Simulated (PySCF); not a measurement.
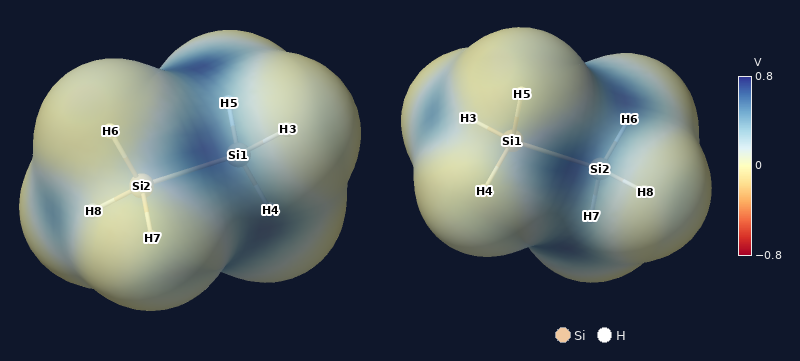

Figure. H6Si2, SMILES `[SiH3][SiH3]`. Electrostatic potential on the surface of electron density 0.001 a.u. (back view left, front view right).

PySCF calculation, B3LYP/cc-pVDZ, gas phase; geometry: GFN2-xTB. No frequency check shows the geometry to be a minimum.

Where are the extremes of the potential on the surface?

Highest: 0.71 V, near Si1 (2.16 Å), H5 (2.17 Å), H4 (2.18 Å) and H8 (2.33 Å), and at like points elsewhere. Lowest: −0.02 V, 1.5 Å from H6, and at like points elsewhere. The surface is sampled at points, so like sites can differ by a few per cent and only the strongest of them is named.
